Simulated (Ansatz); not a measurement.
## GeHF (SMILES [F][GeH]): the electronic atomisation energy, rung by rung

The species is GeHF (3 atoms), meant as a singlet with charge 0. SMILES: `[F][GeH]`. The coordinates come from a PBE0-D4/def2-TZVP relaxation.

```tsv
atom	x (Å)	y (Å)	z (Å)
F	0.6721	1.0126	0.4697
Ge	-0.6579	0.1952	-0.3356
H	-0.0252	-1.2727	-0.1474
```

Quantity: the electronic atomisation energy, in eV. The values are calculated. Electronic energies at fixed atoms, without zero-point motion or spin-orbit coupling.

```json
{"level": "PBE/STO-3G", "kind": "GGA", "program": "Ansatz", "value (eV)": "10.59", "less FCI/STO-3G": "+2.66", "CPU time (all runs)": "7.6 s"}
{"level": "BHLYP/STO-3G", "kind": "global hybrid", "program": "Ansatz", "value (eV)": "9.25", "less FCI/STO-3G": "+1.32", "CPU time (all runs)": "2.4 s"}
{"level": "PBE0/STO-3G", "kind": "global hybrid", "program": "Ansatz", "value (eV)": "9.82", "less FCI/STO-3G": "+1.89", "CPU time (all runs)": "4.8 s"}
{"level": "wB97M-V/STO-3G", "kind": "range-separated hybrid", "program": "Ansatz", "value (eV)": "10.36", "less FCI/STO-3G": "+2.43", "CPU time (all runs)": "38 s"}
{"level": "wB97X/STO-3G", "kind": "range-separated hybrid", "program": "Ansatz", "value (eV)": "9.63", "less FCI/STO-3G": "+1.70", "CPU time (all runs)": "18 s"}
{"level": "CCSD/STO-3G", "kind": "coupled cluster or CI", "program": "Ansatz", "value (eV)": "7.74", "less FCI/STO-3G": "-0.19", "CPU time (all runs)": "0.49 s"}
{"level": "CCSDTQ/STO-3G", "kind": "coupled cluster or CI", "program": "Ansatz", "value (eV)": "7.93", "less FCI/STO-3G": "0.00", "CPU time (all runs)": "50 s"}
{"level": "FCI/STO-3G", "kind": "exact in the basis", "program": "Ansatz", "value (eV)": "7.93", "less FCI/STO-3G": "0.00", "CPU time (all runs)": "1.1 s"}
```

FCI/STO-3G is exact within its basis and frozen core, so for wave-function methods in that basis the difference is their error; functionals converge differently with the basis, so for them it is only a difference. All-electron rows without a relativistic Hamiltonian named are non-relativistic. The values span 7.74 to 10.59 eV. Spin contamination of the reference (⟨S²⟩ at least 0.1 too high) touches PBE/STO-3G, PBE0/STO-3G, wB97M-V/STO-3G, wB97X/STO-3G. All rows use very small basis sets, so none should be taken for the real molecule's value. In the correlated wave-function rows the outer d shell of Ge is correlated, in sets not made for it. Times are those of the runs behind each value, whatever else they computed, on shared processors of several kinds: orders of magnitude only.

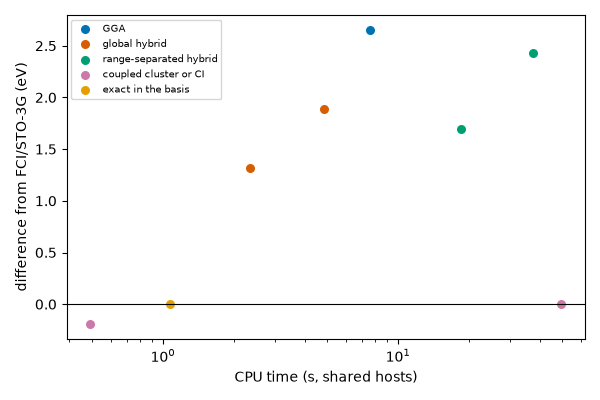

Difference from FCI/STO-3G against processor time, one point a level.
